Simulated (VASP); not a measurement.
# GePt under strain

Aim: follow the pressure of GePt through compression, expansion and shear. All runs use LDA. Left out of this account: 1 further run (fields: a reference on another mesh). The start is a cell from a database of measured crystal structures.

Program: VASP 6.6.1. Level of theory: LDA; plane waves and PAW (Ge_d, Pt). Results are calculated unless marked as measured.

## (1) Set-up

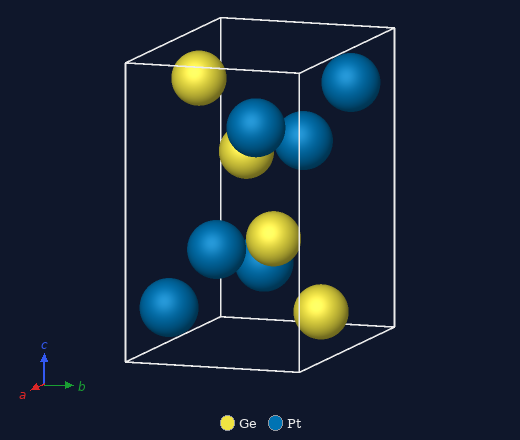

The starting structure, seen slightly off an axis (germanium yellow, platinum blue). Some periodic images of atoms are drawn too.

Structure file:

```cif
data_structure
_symmetry_space_group_name_H-M 'P 1'
_symmetry_Int_Tables_number 1
_cell_length_a 5.7190
_cell_length_b 3.6970
_cell_length_c 6.0840
_cell_angle_alpha 90.000
_cell_angle_beta 90.000
_cell_angle_gamma 90.000
_cell_volume 128.63
loop_
_atom_site_label
_atom_site_type_symbol
_atom_site_fract_x
_atom_site_fract_y
_atom_site_fract_z
_atom_site_occupancy
Ge1 Ge 0.18500 0.25000 0.59000 1
Ge2 Ge 0.31500 0.75000 0.09000 1
Ge3 Ge 0.68500 0.25000 0.91000 1
Ge4 Ge 0.81500 0.75000 0.41000 1
Pt5 Pt 0.99950 0.25000 0.19080 1
Pt6 Pt 0.50050 0.75000 0.69080 1
Pt7 Pt 0.49950 0.25000 0.30920 1
Pt8 Pt 0.00050 0.75000 0.80920 1
```

## (2) Bands, cell as listed

Levels along the symmetry lines show where the bands peak and cross; KPOINTS_OPT computes them in the converged potential. LDA, the lowest rung, knows the local density alone.

File INCAR:

```
SYSTEM = GePt
PREC = Accurate
ENCUT = 410
EDIFF = 1E-06
NELM = 100
ISMEAR = -1
SIGMA = 0.05
LREAL = .FALSE.
ALGO = Normal
GGA = CA
NBANDS = 71
LASPH = .TRUE.
LORBIT = 11
LWAVE = .FALSE.
LCHARG = .FALSE.
KPAR = 8
```

File POSCAR:

```
GePt
1.0
    5.7190000000      0.0000000000      0.0000000000
    0.0000000000      3.6970000000      0.0000000000
    0.0000000000      0.0000000000      6.0840000000
Ge Pt
4 4
Direct
    0.1850000000      0.2500000000      0.5900000000
    0.3150000000      0.7500000000      0.0900000000
    0.6850000000      0.2500000000      0.9100000000
    0.8150000000      0.7500000000      0.4100000000
    0.9995000000      0.2500000000      0.1908000000
    0.5005000000      0.7500000000      0.6908000000
    0.4995000000      0.2500000000      0.3092000000
    0.0005000000      0.7500000000      0.8092000000
```

File KPOINTS:

```
Automatic mesh
0
Gamma
5 8 5
0 0 0
```

File KPOINTS_OPT:

```
Line mode
12
Line-mode
Reciprocal
  0.00000000   0.00000000   0.00000000 GAMMA
  0.00000000  -0.50000000   0.00000000 X

  0.00000000  -0.50000000   0.00000000 X
 -0.50000000  -0.50000000   0.00000000 S

 -0.50000000  -0.50000000   0.00000000 S
 -0.50000000   0.00000000   0.00000000 Y

 -0.50000000   0.00000000   0.00000000 Y
  0.00000000   0.00000000   0.00000000 GAMMA

  0.00000000   0.00000000   0.00000000 GAMMA
  0.00000000   0.00000000  -0.50000000 Z

  0.00000000   0.00000000  -0.50000000 Z
  0.00000000  -0.50000000  -0.50000000 U

  0.00000000  -0.50000000  -0.50000000 U
 -0.50000000  -0.50000000  -0.50000000 R

 -0.50000000  -0.50000000  -0.50000000 R
 -0.50000000   0.00000000  -0.50000000 T

 -0.50000000   0.00000000  -0.50000000 T
  0.00000000   0.00000000  -0.50000000 Z

 -0.50000000   0.00000000   0.00000000 Y
 -0.50000000   0.00000000  -0.50000000 T

  0.00000000  -0.50000000  -0.50000000 U
  0.00000000  -0.50000000   0.00000000 X

 -0.50000000  -0.50000000   0.00000000 S
 -0.50000000  -0.50000000  -0.50000000 R
```

The projector-augmented-wave data sets are Ge_d and Pt (LDA family, release 64).

Launch:

```
> mpirun -np 8 vasp_std
```

What it wrote:

```text
[banner, memory and clock lines left out]
running    8 mpi-ranks, on    1 nodes
 distrk:  each k-point on    1 cores,    8 groups
 distr:  one band on    1 cores,    1 groups

 POSCAR found type information on POSCAR GePt
 POSCAR found :  2 types and       8 ions
|                                                                             |
|           W    W    AA    RRRRR   N    N  II  N    N   GGGG   !!!           |
|           W    W   A  A   R    R  NN   N  II  NN   N  G    G  !!!           |
|           W    W  A    A  R    R  N N  N  II  N N  N  G       !!!           |
|           W WW W  AAAAAA  RRRRR   N  N N  II  N  N N  G  GGG   !            |
|           WW  WW  A    A  R   R   N   NN  II  N   NN  G    G                |
|           W    W  A    A  R    R  N    N  II  N    N   GGGG   !!!           |
|                                                                             |
|     For optimal performance we recommend to set                             |
|       NCORE = 2 up to number-of-cores-per-socket                            |
|     NCORE specifies how many cores store one orbital (NPAR=cpu/NCORE).      |
|     This setting can greatly improve the performance of VASP for DFT.       |
|     The default, NCORE=1 might be grossly inefficient on modern             |
|     multi-core architectures or massively parallel machines. Do your        |
|     Unfortunately you need to use the default for GW and RPA                |
|     calculations (for HF NCORE is supported but not extensively tested      |
|     yet).                                                                   |
|                                                                             |

 LDA part: xc-table for (Slater(with rela. corr.)+CA(PZ))
 , standard interpolation
 POSCAR, INCAR and KPOINTS ok, starting setup
 FFT: planning ... GRIDC
 FFT: planning ... GRID_SOFT
 FFT: planning ... GRID
 WAVECAR not read
 entering main loop
       N       E                     dE             d eps       ncg     rms          rms(c)
DAV:   1     0.106332654032E+04    0.10633E+04   -0.33272E+04  9175   0.299E+03
DAV:   2     0.143396737288E+03   -0.91993E+03   -0.84102E+03  6390   0.861E+02
DAV:   3    -0.446659954419E+02   -0.18806E+03   -0.17861E+03  6769   0.191E+02
DAV:   4    -0.566800912767E+02   -0.12014E+02   -0.11878E+02  7430   0.566E+01
DAV:   5    -0.569689968190E+02   -0.28891E+00   -0.28875E+00  7115   0.923E+00    0.223E+01
DAV:   6    -0.551376211872E+02    0.18314E+01   -0.46114E+00  7697   0.104E+01    0.103E+01
DAV:   7    -0.548837049178E+02    0.25392E+00   -0.39890E-01  8734   0.575E+00    0.534E+00
DAV:   8    -0.548130923830E+02    0.70613E-01   -0.12400E-01  7888   0.159E+00    0.589E-01
DAV:   9    -0.548114508781E+02    0.16415E-02   -0.10412E-02  8718   0.890E-01    0.315E-01
DAV:  10    -0.548109918048E+02    0.45907E-03   -0.23225E-03  8815   0.367E-01    0.659E-02
DAV:  11    -0.548109777996E+02    0.14005E-04   -0.14087E-04  7088   0.869E-02    0.239E-02
DAV:  12    -0.548109771381E+02    0.66145E-06   -0.11924E-05  8726   0.282E-02    0.472E-03
DAV:  13    -0.548109770027E+02    0.13541E-06   -0.10881E-06  4857   0.837E-03
   1 F= -.54810977E+02 E0= -.54802769E+02  d E =-.164163E-01
 Start KPOINTS_OPT (optional k-point list driver)
k-point batch [1-45\144]
       N       E                     dE             ncg
DAV:   1     0.345550318498E+05   -0.44048E+05     9140
DAV:   2    -0.746623902695E+04   -0.42021E+05     6398
DAV:   3    -0.158863775972E+05   -0.84201E+04     6739
DAV:   4    -0.164165955665E+05   -0.53022E+03     7412
DAV:   5    -0.164298915589E+05   -0.13296E+02     7060
DAV:   6    -0.164304545398E+05   -0.56298E+00     8155
DAV:   7    -0.164304745275E+05   -0.19988E-01     7406
DAV:   8    -0.164304756022E+05   -0.10747E-02     8279
DAV:   9    -0.164304756524E+05   -0.50232E-04     5592
DAV:  10    -0.164304756551E+05   -0.26451E-05     4422
DAV:  11    -0.164304756555E+05   -0.43077E-06     4085
[...]
k-point batch [136-144\144]
       N       E                     dE             ncg
DAV:   1     0.755205112186E+05   -0.19020E+05     1856
DAV:   2     0.673597092116E+05   -0.81608E+04     1278
DAV:   3     0.656899884252E+05   -0.16697E+04     1353
DAV:   4     0.655848402154E+05   -0.10515E+03     1444
DAV:   5     0.655821553775E+05   -0.26848E+01     1436
DAV:   6     0.655820471283E+05   -0.10825E+00     1554
DAV:   7     0.655820426814E+05   -0.44469E-02     1588
DAV:   8     0.655820424998E+05   -0.18158E-03     1559
DAV:   9     0.655820424939E+05   -0.58640E-05     1036
DAV:  10     0.655820424936E+05   -0.34284E-06      833
```

The job ended after 46 s (8 MPI ranks of Intel Xeon 6975P-C (Granite Rapids), shared host; peak memory 3.7 GiB; 6 min of CPU time).

The logs omit lines about the potential files and the build; timing stands in the text.

From OUTCAR (step 2):

```text
ion  position               nearest neighbor table
   1  0.185  0.250  0.590-   7 2.48   8 2.51   8 2.51   5 2.65   6 2.65   6 2.65
   2  0.315  0.750  0.090-   8 2.48   7 2.51   7 2.51   6 2.65   5 2.65   5 2.65
   3  0.685  0.250  0.910-   5 2.48   6 2.51   6 2.51   7 2.65   8 2.65   8 2.65
   4  0.815  0.750  0.410-   6 2.48   5 2.51   5 2.51   8 2.65   7 2.65   7 2.65
   5  0.999  0.250  0.191-   3 2.48   4 2.51   4 2.51   1 2.65   2 2.65   2 2.65   7 2.95   7 2.95
                             8 2.97   8 2.97
   6  0.501  0.750  0.691-   4 2.48   3 2.51   3 2.51   2 2.65   1 2.65   1 2.65   8 2.95   8 2.95
                             7 2.97   7 2.97
   7  0.499  0.250  0.309-   1 2.48   2 2.51   2 2.51   3 2.65   4 2.65   4 2.65   5 2.95   5 2.95
                             6 2.97   6 2.97
   8  0.001  0.750  0.809-   2 2.48   1 2.51   1 2.51   4 2.65   3 2.65   3 2.65   6 2.95   6 2.95
                             5 2.97   5 2.97

  LATTYP: Found a simple orthorhombic cell.
 ALAT       =     3.6970000000
 B/A-ratio  =     1.5469299432
 C/A-ratio  =     1.6456586421

 Subroutine GETGRP returns: Found  8 space group operations
 (whereof  2 operations were pure point group operations)

The static configuration has the point symmetry S_2 .
 The point group associated with its full space group is D_2h.

 Found     45 irreducible k-points:

   k-points           NKPTS =     45   k-points in BZ     NKDIM =     45   number of bands    NBANDS=     71

   dimension x,y,z NGX =    40 NGY =   24 NGZ =   40
   dimension x,y,z NGXF=    80 NGYF=   48 NGZF=   80

   ENCUT  =  410.0 eV  30.13 Ry    5.49 a.u.   9.44  6.10 10.04*2*pi/ulx,y,z

   NELECT =      96.0000    total number of electrons

 k-points in reciprocal lattice and weights: Automatic mesh
   0.00000000  0.00000000  0.00000000       0.005
   0.20000000  0.00000000  0.00000000       0.010
   0.40000000  0.00000000  0.00000000       0.010
   0.00000000  0.12500000  0.00000000       0.010
   0.20000000  0.12500000  0.00000000       0.020
   0.40000000  0.12500000  0.00000000       0.020
   0.00000000  0.25000000  0.00000000       0.010
   0.20000000  0.25000000  0.00000000       0.020
   0.40000000  0.25000000  0.00000000       0.020
[...]
0.20000000  0.50000000  0.40000000       0.020
   0.40000000  0.50000000  0.40000000       0.020

 average (electrostatic) potential at core
       1 -70.9226       2 -70.9226       3 -70.9226       4 -70.9226       5 -65.1958
       6 -65.1958       7 -65.1958       8 -65.1958

 E-fermi :   9.6340

 k-point     1 :       0.0000    0.0000    0.0000
  band No.  band energies     occupation
    ...
     44       6.9196      2.00000
     45       7.1581      2.00000
     46       8.1242      2.00000
     47       8.2131      2.00000
     48       8.6549      2.00000
     49      10.2813      0.00000
     50      10.5467      0.00000
     51      12.6287      0.00000
     52      12.8263      0.00000
     53      13.0328      0.00000
    ...

 k-point     2 :       0.2000    0.0000    0.0000
  band No.  band energies     occupation
    ...
     44       6.9771      2.00000
     45       7.0281      2.00000
     46       7.9045      2.00000
     47       8.7114      2.00000
     48       8.8253      2.00000
     49      10.7278      0.00000
     50      11.0102      0.00000
     51      12.1808      0.00000
     52      12.4921      0.00000
     53      12.8548      0.00000
    ...

 k-point     3 :       0.4000    0.0000    0.0000
  band No.  band energies     occupation
    ...
     43       6.9026      2.00000
     44       6.9727      2.00000
     45       7.0376      2.00000
     46       7.3456      2.00000
     47       9.1894      1.99973
     48      10.1847      0.00003
     49      10.2235      0.00002
     50      11.6985      0.00000
     51      11.7131      0.00000
     52      12.0443      0.00000
    ...

  Total       -1.9287468     -1.1855444     -2.2677358      0.0000000      0.0000000      0.0000000
  in kB      -24.0229898    -14.7662310    -28.2451762      0.0000000      0.0000000      0.0000000
  external PRESSURE =     -22.3447990 kB  Pullay stress =       0.0000000 kB

  energy-cutoff  :      410.00
  volume of cell :      128.63
      direct lattice vectors                 reciprocal lattice vectors
     5.719000000  0.000000000  0.000000000     0.174855744  0.000000000  0.000000000
     0.000000000  3.697000000  0.000000000     0.000000000  0.270489586  0.000000000
     0.000000000  0.000000000  6.084000000     0.000000000  0.000000000  0.164365549

 POSITION                                       TOTAL-FORCE (eV/Angst)
 -----------------------------------------------------------------------------------
      1.05802      0.92425      3.58956         0.055145     -0.000000     -0.079810
      1.80148      2.77275      0.54756        -0.055145     -0.000000     -0.079810
      3.91752      0.92425      5.53644         0.055145      0.000000      0.079810
      4.66098      2.77275      2.49444        -0.055145     -0.000000      0.079810
      5.71614      0.92425      1.16083        -0.005108      0.000000     -0.008856
      2.86236      2.77275      4.20283         0.005108      0.000000     -0.008856
      2.85664      0.92425      1.88117        -0.005108      0.000000      0.008856
      0.00286      2.77275      4.92317         0.005108      0.000000      0.008856
 -----------------------------------------------------------------------------------
    total drift:                                0.000000     -0.000000      0.000000

  FREE ENERGIE OF THE ION-ELECTRON SYSTEM (eV)
  ---------------------------------------------------
  free  energy   TOTEN  =       -54.8109770027 eV

  energy  without entropy=      -54.7945607212  energy(sigma->0) =      -54.80276886

 total charge
# of ion       s       p       d       tot
------------------------------------------
    1        1.135   1.156  10.101  12.392
    2        1.135   1.156  10.101  12.392
    3        1.135   1.156  10.101  12.392
    4        1.135   1.156  10.101  12.392
    5        0.662   0.634   8.189   9.485
    6        0.662   0.634   8.189   9.485
    7        0.662   0.634   8.189   9.485
    8        0.662   0.634   8.189   9.485
--------------------------------------------------
tot          7.187   7.159  73.163  87.509

[... 3 further parts left out ...]
```

Spin-orbit coupling is off here; with elements this heavy it splits and shifts levels by tenths of an eV or more. At this level the cell is under a tension of 2.2 GPa, so at these settings it is away from equilibrium.

Numbers from this step:

| Quantity | Value |
| --- | --- |
| electronic steps | 13 |
| electrons | 96 |
| bands | 71 |
| irreducible k points | 45 |
| symmetry operations | 8 |
| free energy (TOTEN) | -54.8110 eV |
| energy at zero smearing | -54.8028 eV |
| Fermi energy | 9.634 eV |
| pressure | -2.234 GPa |
| metallic | yes |

Electronic bands along the path, in eV, zero at the Fermi level; # counts the bands kept, so #1 is VASP's band 24:

| point | #22 | #23 | #24 | #25 | #26 | #27 | #28 | #29 |
| --- | --- | --- | --- | --- | --- | --- | --- | --- |
| Γ | -2.48 | -1.51 | -1.42 | -0.98 | 0.65 | 0.91 | 2.99 | 3.19 |
| X | -2.56 | -2.56 | -1.65 | -1.65 | -0.14 | -0.14 | 2.06 | 2.06 |
| S | -1.93 | -1.93 | -1.93 | -1.93 | 0.63 | 0.63 | 0.63 | 0.63 |
| Y | -2.48 | -2.48 | 0.02 | 0.02 | 1.31 | 1.31 | 2.26 | 2.26 |
| Γ | -2.48 | -1.51 | -1.42 | -0.98 | 0.65 | 0.91 | 2.99 | 3.19 |
| Z | -1.86 | -1.86 | 0.00 | 0.00 | 1.05 | 1.05 | 1.85 | 1.85 |
| U | -2.52 | -2.52 | -2.15 | -2.15 | 0.51 | 0.51 | 1.07 | 1.07 |
| R | -2.49 | -2.49 | -2.49 | -2.49 | 2.48 | 2.48 | 2.48 | 2.48 |
| T | -1.41 | -1.41 | 0.70 | 0.70 | 1.82 | 1.82 | 2.63 | 2.63 |
| Z | -1.86 | -1.86 | 0.00 | 0.00 | 1.05 | 1.05 | 1.85 | 1.85 |
| jump to Y | -2.48 | -2.48 | 0.02 | 0.02 | 1.31 | 1.31 | 2.26 | 2.26 |
| T | -1.41 | -1.41 | 0.70 | 0.70 | 1.82 | 1.82 | 2.63 | 2.63 |
| jump to U | -2.52 | -2.52 | -2.15 | -2.15 | 0.51 | 0.51 | 1.07 | 1.07 |
| X | -2.56 | -2.56 | -1.65 | -1.65 | -0.14 | -0.14 | 2.06 | 2.06 |
| jump to S | -1.93 | -1.93 | -1.93 | -1.93 | 0.63 | 0.63 | 0.63 | 0.63 |
| R | -2.49 | -2.49 | -2.49 | -2.49 | 2.48 | 2.48 | 2.48 | 2.48 |

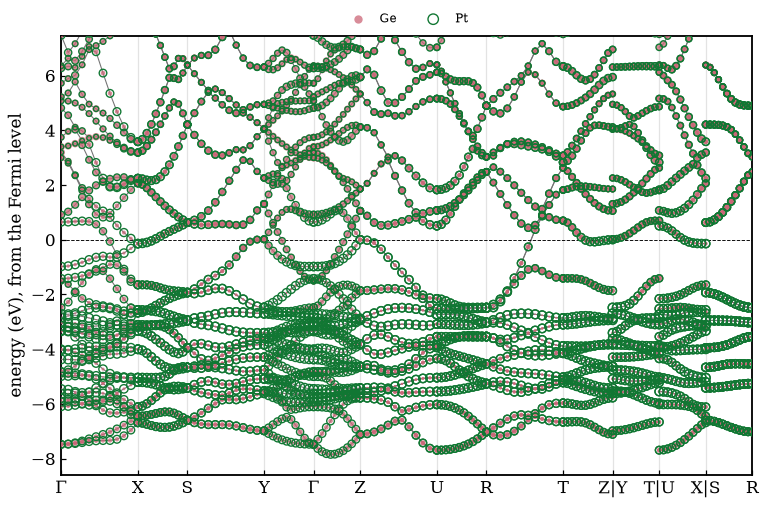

Electronic bands along the path; dots are coloured as in the legend, and their area grows with the weight.

Force by atom:

| atom | x (eV/Å) | y (eV/Å) | z (eV/Å) | size |
| --- | --- | --- | --- | --- |
| Ge1 | 0.0551 | 0.0000 | -0.0798 | 0.0970 |
| Ge2 | -0.0551 | 0.0000 | -0.0798 | 0.0970 |
| Ge3 | 0.0551 | 0.0000 | 0.0798 | 0.0970 |
| Ge4 | -0.0551 | 0.0000 | 0.0798 | 0.0970 |
| Pt5 | -0.0051 | 0.0000 | -0.0089 | 0.0102 |
| Pt6 | 0.0051 | 0.0000 | -0.0089 | 0.0102 |
| Pt7 | -0.0051 | 0.0000 | 0.0089 | 0.0102 |
| Pt8 | 0.0051 | 0.0000 | 0.0089 | 0.0102 |

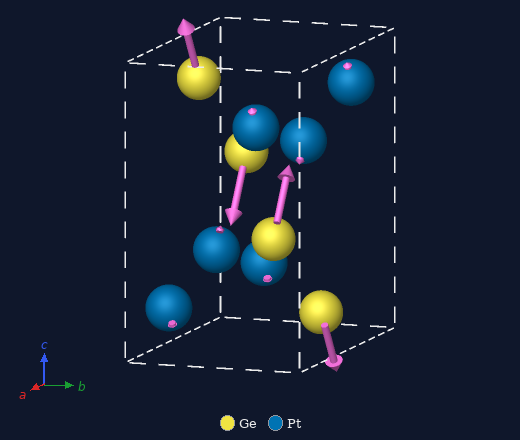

Force as arrows, the longest 0.0970 eV/Å. Some periodic images of atoms are drawn too.

There is no gap at this level.

[end of part 1 of 4]

[Lines on the potential files, build, host, timing and source positions are cut from VASP's logs without a mark.]

[Logs are printed without paths, hosts, clocks, repeated set-up lines and the standing remarks that a program may print on its own settings, such as how far it seeks lower states.]

[Hosts, paths, dates, database ids (printed as entryN), source tags and the programs' standing remarks are cut or masked in the printed files.]

[A measured line is paired with the nearest computed mode of its activity, which favours agreement.]
